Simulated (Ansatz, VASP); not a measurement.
## Cross-check of Fe3Ge between VASP and Ansatz

Aim: how closely do two programs agree when they are given the same cell, functional and k mesh? The cell is taken from a series of runs on this material, whose earlier steps may have relaxed or scaled it; both programs get it as it stands.

Main program and level: Ansatz 0.2.0; plane waves, with VASP 6.6.1 beside it; single point at PBEsol, spin-orbit coupling.

### 1. Set-up

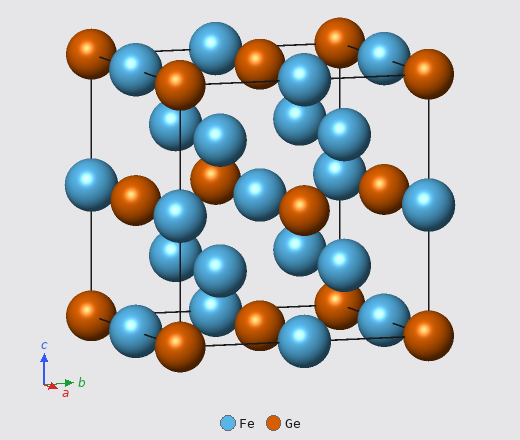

The cell as given, slightly off an axis (iron blue, germanium orange). This picture shows the conventional cell, with its axes. Some periodic images of atoms are drawn too.

### 2. Ansatz: single point, PBEsol, spin-orbit coupling

Ansatz runs on its NC_fr files.

With cell and atoms fixed, the geometry can't cause a difference; cores, projectors, grids and the points listed under the comparison can.

input.yaml reads:

```yaml
crystal:
  lattice:
    - [0.0, 2.8755854299, 2.8755854299]
    - [2.8755854299, 0.0, 2.8755854299]
    - [2.8755854299, 2.8755854299, 0.0]
  atoms:
    - { symbol: Fe, position: [0.5, 0.5, 0.5], spin: 2.8, spin_axis: [0.0, 0.0, 1.0] }
    - { symbol: Fe, position: [0.25, 0.25, 0.25], spin: 2.8, spin_axis: [0.0, 0.0, 1.0] }
    - { symbol: Fe, position: [0.75, 0.75, 0.75], spin: 2.8, spin_axis: [0.0, 0.0, 1.0] }
    - { symbol: Ge, position: [0.0, 0.0, 0.0] }
kpoints:
  mp_grid: { grid: [5, 5, 5] }
  band_path:
    path:
      - [0.0, 0.0, 0.0]
      - [0.5, 0.0, 0.5]
      - [0.625, 0.25, 0.625]
      - [0.375, 0.375, 0.75]
      - [0.0, 0.0, 0.0]
      - [0.5, 0.5, 0.5]
    npoints: 15
scf:
  occupations: { method: fermi_dirac, width: 0.05 }
  n_extra_bands: 36
  max_iter: 120
hamiltonian:
  xc: pbesol
  pseudopotentials: { kind: nc_fr }
magnetization:
  noncollinear: true
  spin_orbit: true
basis:
  ecutwfc: 860.0
output:
  write_bands: true
  eigenvalues: true
checkpoint:
  write: ck
```

Launch:

```
ansatz run input.yaml --threads 4 --pin off --max-ram 9216MiB --backend cpu --events-out ev --progress --plain --runs-dir out
```

Numbers of over 12 decimals in the logs are rounded to 6 here.

The log of the run:

```text
Warning: basis.ecutwfc = 860 eV is below the records' recommended 1224.512381 eV, and the density's cutoff is lower with it unless basis.ecutrho_ratio is high enough to keep the records' density cutoff: compare with a run at a higher cutoff
scf.n_extra_bands = 36 over 62 filled bands (N_el = 62.0): the run solves 98 bands
Engine: ansatz 0.2.0, aarch64-unknown-linux-gnu
Pseudopotentials: kind: nc_fr
Pseudopotential: Fe, nc_fr, valence charge 16, recommended cutoff 1224.512381 eV (normal), Fe.nc_fr.azcp (PseudoDojo's, or run here from an input of PseudoDojo's: the run reads no file of this project's for it)
Pseudopotential: Ge, nc_fr, valence charge 14, recommended cutoff 1061.244064 eV (normal), Ge.nc_fr.azcp (PseudoDojo's, or run here from an input of PseudoDojo's: the run reads no file of this project's for it)
Functional definition: PBEsol
  exchange = pbesol_x
  correlation = pbesol_c
Crystal: 4 atoms, lattice volume = 47.556 Å³
Basis set: ecut = 860 eV, 2733 PW (Γ)
Bands: 98, of which v1, the nominal top of the filled ones, is band 62 counted from 1 (61 counted from 0)
Symmetry: 8 space group operations + 8 with time reversal
Magnetic group: BNS 139.537 (UNI 1197), of the structure as read, at distance tolerance 3.6e-5 Å
k-points: 18 of 125 (time reversal used)
Projection manifold: j_resolved (fully-relativistic pseudo-atomic orbitals)
Non-local potential: Fe, projectors of the file, l = 0: 2, l = 1: 4, l = 2: 4
Non-local potential: Ge, projectors of the file, l = 0: 2, l = 1: 4, l = 2: 4
Initial density: superposition of atomic densities (chi_scale 0.1, normalization cell)
Starting moments: Σ|m| = 8.4 μB on 3 of 4 sites
Initial wavefunctions: pseudopotential atomic-orbital guess
Functional: x = pbesol(κ = 0.804, μ = 0.123457), c = pbesol(β = 0.046)
iter 1 solved again at ethr=1.96e-3 eV; its pass at ethr=3.10e-3 eV (dr2=1.22e0 eV) is discarded
SCF iter   1: F=—  HF=-12644.323943 eV  |F-HF|=—  |Δ(HF+E_count)|=         —  Δρ=1.82e-1  dr2=1.22e0  dr2_m=3.61e0  ethr=1.96e-3  |M|=6.72e0 ∫|m|=6.92e0 μB  |m|>n=0.0e0 m-floor=0.0e0 τ_xc=0.0e0 mc-row=0.0e0  β_m=0.30  ⟨swp⟩=4.2  Hψ=11857  notcnv=0
preconditioner: auto → Kerker (q_TF=auto, 2.852 Å⁻¹)  [metal: Δε(μ)=0.067 eV  Ē_g=17.607 eV  σ=0.050 eV  W_gap=0.32  n_scr=14 (ndim 8)  ℏωp=33.2 eV  f_vac=0.000  D(μ)=4.02/eV (n_scr^D=58)]
spin=Noncollinear: Kerker preconditioning applied to the charge; magnetization (m_x, m_y, m_z) channels mix plain (no charge-response kernel on spin).
SCF iter   2: F=—  HF=-12644.424060 eV  |F-HF|=—  |Δ(HF+E_count)|=   1.00e-1  Δρ=1.30e-1  dr2=7.30e-1  dr2_m=1.85e0  ethr=1.96e-3  |M|=6.67e0 ∫|m|=6.91e0 μB  |m|>n=0.0e0 m-floor=0.0e0 τ_xc=2.8e-3 mc-row=0.0e0  β_m=0.30  ⟨swp⟩=2.1  Hψ=2361  notcnv=0
SCF iter   3: F=—  HF=-12644.414251 eV  |F-HF|=—  |Δ(HF+E_count)|=   9.81e-3  Δρ=9.87e-2  dr2=4.13e-1  dr2_m=1.06e0  ethr=1.18e-3  |M|=6.51e0 ∫|m|=6.81e0 μB  |m|>n=0.0e0 m-floor=0.0e0 τ_xc=5.3e-3 mc-row=0.0e0  β_m=0.30  ⟨swp⟩=2.1  Hψ=2445  notcnv=0  defer=155
SCF iter   4: F=—  HF=-12644.414552 eV  |F-HF|=—  |Δ(HF+E_count)|=   3.01e-4  Δρ=6.85e-2  dr2=2.91e-2  dr2_m=5.11e-1  ethr=6.66e-4  |M|=6.53e0 ∫|m|=6.85e0 μB  |m|>n=0.0e0 m-floor=0.0e0 τ_xc=6.9e-3 mc-row=0.0e0  β_m=0.30  ⟨swp⟩=2.8  Hψ=2839  notcnv=0  defer=431
SCF iter   5: F=—  HF=-12644.461987 eV  |F-HF|=—  |Δ(HF+E_count)|=   4.74e-2  Δρ=5.36e-2  dr2=2.48e-2  dr2_m=3.13e-1  ethr=4.69e-5  |M|=6.44e0 ∫|m|=6.79e0 μB  |m|>n=0.0e0 m-floor=0.0e0 τ_xc=8.6e-3 mc-row=0.0e0  β_m=0.30  ⟨swp⟩=2.0  Hψ=2674  notcnv=0  defer=453
SCF iter   6: F=—  HF=-12644.491096 eV  |F-HF|=—  |Δ(HF+E_count)|=   2.91e-2  Δρ=3.97e-2  dr2=4.47e-3  dr2_m=1.72e-1  ethr=4.00e-5  |M|=6.40e0 ∫|m|=6.77e0 μB  |m|>n=0.0e0 m-floor=0.0e0 τ_xc=9.8e-3 mc-row=0.0e0  β_m=0.30  ⟨swp⟩=2.0  Hψ=1825  notcnv=0  defer=453
SCF iter   7: F=—  HF=-12644.508198 eV  |F-HF|=—  |Δ(HF+E_count)|=   1.71e-2  Δρ=2.95e-2  dr2=1.46e-3  dr2_m=9.46e-2  ethr=7.21e-6  |M|=6.37e0 ∫|m|=6.75e0 μB  |m|>n=0.0e0 m-floor=0.0e0 τ_xc=1.1e-2 mc-row=0.0e0  β_m=0.30  ⟨swp⟩=2.0  Hψ=2195  notcnv=0  defer=453
SCF iter   8: F=—  HF=-12644.518516 eV  |F-HF|=—  |Δ(HF+E_count)|=   1.03e-2  Δρ=2.36e-2  dr2=4.06e-3  dr2_m=6.08e-2  ethr=2.36e-6  |M|=6.32e0 ∫|m|=6.72e0 μB  |m|>n=0.0e0 m-floor=0.0e0 τ_xc=1.2e-2 mc-row=0.0e0  β_m=0.30  ⟨swp⟩=2.1  Hψ=2468  notcnv=0  defer=453
SCF iter   9: F=—  HF=-12644.524963 eV  |F-HF|=—  |Δ(HF+E_count)|=   6.45e-3  Δρ=1.86e-2  dr2=5.27e-3  dr2_m=3.78e-2  ethr=2.36e-6  |M|=6.29e0 ∫|m|=6.70e0 μB  |m|>n=0.0e0 m-floor=0.0e0 τ_xc=1.2e-2 mc-row=0.0e0  β_m=0.30  ⟨swp⟩=1.7  Hψ=1717  notcnv=0  defer=453
SCF iter  10: F=—  HF=-12644.528638 eV  |F-HF|=—  |Δ(HF+E_count)|=   3.68e-3  Δρ=1.44e-2  dr2=1.79e-3  dr2_m=2.27e-2  ethr=2.36e-6  |M|=6.27e0 ∫|m|=6.69e0 μB  |m|>n=0.0e0 m-floor=0.0e0 τ_xc=1.3e-2 mc-row=0.0e0  β_m=0.30  ⟨swp⟩=1.9  Hψ=1738  notcnv=0  defer=453
SCF iter  11: F=—  HF=-12644.530892 eV  |F-HF|=—  |Δ(HF+E_count)|=   2.25e-3  Δρ=1.12e-2  dr2=1.65e-4  dr2_m=1.37e-2  ethr=2.36e-6  |M|=6.26e0 ∫|m|=6.68e0 μB  |m|>n=0.0e0 m-floor=0.0e0 τ_xc=1.3e-2 mc-row=0.0e0  β_m=0.30  ⟨swp⟩=2.0  Hψ=1601  notcnv=0  defer=453
Mixer restart at iter 11: flushing history
spin-set hold released at iteration 11 (site moments contracting): the magnetisation degrees of freedom join the quasi-Newton model from the next iteration; the mixer history was flushed
SCF iter  12: F=—  HF=-12644.532360 eV  |F-HF|=—  |Δ(HF+E_count)|=   1.47e-3  Δρ=9.03e-3  dr2=7.58e-5  dr2_m=8.89e-3  ethr=2.67e-7  |M|=6.24e0 ∫|m|=6.67e0 μB  |m|>n=0.0e0 m-floor=0.0e0 τ_xc=1.4e-2 mc-row=0.0e0  β_m=0.54  ⟨swp⟩=2.1  Hψ=2321  notcnv=0  defer=453
SCF iter  13: F=—  HF=-12644.535807 eV  |F-HF|=—  |Δ(HF+E_count)|=   3.45e-3  Δρ=3.42e-3  dr2=2.64e-3  dr2_m=1.27e-3  ethr=1.22e-7  |M|=6.19e0 ∫|m|=6.62e0 μB  |m|>n=0.0e0 m-floor=0.0e0 τ_xc=1.5e-2 mc-row=0.0e0  β_m=0.82  ⟨swp⟩=3.1  Hψ=2575  notcnv=0  defer=453
SCF iter  14: F=—  HF=-12644.535980 eV  |F-HF|=—  |Δ(HF+E_count)|=   1.73e-4  Δρ=1.65e-3  dr2=1.06e-3  dr2_m=1.10e-4  ethr=1.22e-7  |M|=6.18e0 ∫|m|=6.61e0 μB  |m|>n=0.0e0 m-floor=0.0e0 τ_xc=1.5e-2 mc-row=0.0e0  β_m=0.89  ⟨swp⟩=2.8  Hψ=2629  notcnv=0  defer=453
SCF iter  15: F=—  HF=-12644.535972 eV  |F-HF|=—  |Δ(HF+E_count)|=   8.01e-6  Δρ=5.46e-4  dr2=9.95e-6  dr2_m=3.25e-5  ethr=1.22e-7  |M|=6.18e0 ∫|m|=6.60e0 μB  |m|>n=0.0e0 m-floor=0.0e0 τ_xc=1.5e-2 mc-row=0.0e0  β_m=0.95  ⟨swp⟩=2.2  Hψ=2532  notcnv=0  defer=453
SCF iter  16: F=—  HF=-12644.535986 eV  |F-HF|=—  |Δ(HF+E_count)|=   1.41e-5  Δρ=1.74e-4  dr2=8.76e-6  dr2_m=1.60e-6  ethr=1.60e-8  |M|=6.17e0 ∫|m|=6.60e0 μB  |m|>n=0.0e0 m-floor=0.0e0 τ_xc=1.5e-2 mc-row=0.0e0  β_m=0.73  ⟨swp⟩=2.4  Hψ=2438  notcnv=0  defer=453
SCF iter  17: F=—  HF=-12644.535985 eV  |F-HF|=—  |Δ(HF+E_count)|=   1.10e-6  Δρ=2.44e-5  dr2=7.08e-8  dr2_m=6.53e-8  ethr=1.61e-10  |M|=6.17e0 ∫|m|=6.60e0 μB  |m|>n=0.0e0 m-floor=0.0e0 τ_xc=1.5e-2 mc-row=0.0e0  β_m=0.87  ⟨swp⟩=8.8  Hψ=9049  notcnv=0
SCF iter  18: F=-12644.535985 eV  HF=-12644.535985 eV  |F-HF|=4.44e-9  |Δ(HF+E_count)|=   1.25e-8  Δρ=5.15e-6  dr2=6.22e-9  dr2_m=2.90e-9  ethr=1.14e-10  |M|=6.17e0 ∫|m|=6.60e0 μB  |m|>n=0.0e0 m-floor=0.0e0 τ_xc=1.5e-2 mc-row=0.0e0  ⟨swp⟩=2.0  Hψ=2950  notcnv=0
SCF 1 converged in 18 iterations: F = -12644.535985 eV  dr2 = 6.22e-9
NSCF: frozen V_eff on 76 k-points
SCF converged after 18 iterations
Magnetization: |M| = 6.1712 μB,  M = (-0.0000, -0.0000, +6.1712) μB
Absolute magnetization: 6.5951 μB (∫|m|)
  site 0: m = (-0.0000, -0.0000, +2.5758) μB, |m| = 2.5758 μB  (R = 1.03 Å)
  site 1: m = (+0.0000, +0.0000, +1.8731) μB, |m| = 1.8731 μB  (R = 1.03 Å)
  site 2: m = (+0.0000, -0.0000, +1.8731) μB, |m| = 1.8731 μB  (R = 1.03 Å)
  site 3: m = (-0.0000, -0.0000, -0.0543) μB, |m| = 0.0543 μB  (R = 1.03 Å)
Free energy (F): -12644.535985 eV
Harris-Foulkes:  -12644.535985 eV  (|F-HF|=4.44e-9)
Internal energy: -12644.512773 eV  (E = F + TS)
E sigma→0 (E₀):  -12644.524379 eV
Entropy (-TS):   -0.023212 eV (-5.803 meV/atom)
Fermi energy:    18.532931 eV
--- Per-component energies (eV) ---
  E_band       = -656.854787
  E_kinetic    = 6504.116155
  E_local      = -9532.144421  (includes V_loc(G=0)·N_el)
  E_nonlocal   = -1856.200305
  E_hartree    = 3036.897092
  E_xc         = -2026.868843
  E_vxc        = -1846.418818  (∫ρ·V_xc dr)
  E_ewald      = -8770.312452
  E_smearing   = -0.023212  (= −TS)
  E_closure    = 0.000000  (closes the sum)
  Σ components = -12644.535985   (vs F -12644.535985, Δ=0.00e0)
--- Band table (eV; the first three rows and the last of 18) ---
  k-point 0: bands = [... 58 lower, 17.7736, 19.3216, 19.3465, 19.3728, 20.0587, 20.0593, 20.0654, 20.0663, ... 32 higher]
  k-point 1: bands = [... 58 lower, 17.7850, 18.7354, 18.9826, 18.9869, 19.9727, 19.9948, 20.0270, 20.0362, ... 32 higher]
  k-point 2: bands = [... 58 lower, 17.5584, 18.1871, 18.2075, 18.4129, 18.4322, 19.7385, 19.7524, 19.9466, ... 32 higher]
  k-point 17: bands = [... 58 lower, 17.8678, 17.9153, 17.9704, 18.1413, 18.2856, 18.2995, 18.8347, 19.2336, ... 32 higher]
```

In the SCF lines HF is the Harris–Foulkes energy and dr2 the Hartree energy of the density residual, in eV; the loop may stop once dr2 is under the threshold and the program's other checks hold. Hψ counts applications of the Hamiltonian.

[end of part 1 of 2]

[Lines on the potential files, build, host, timing and source positions are cut from VASP's logs without a mark.]

[Logs are printed without paths, hosts, clocks, repeated set-up lines and the standing remarks that a program may print on its own settings, such as how far it seeks lower states.]

[Hosts, paths, dates, database ids (printed as entryN), source tags and the programs' standing remarks are cut or masked in the printed files.]
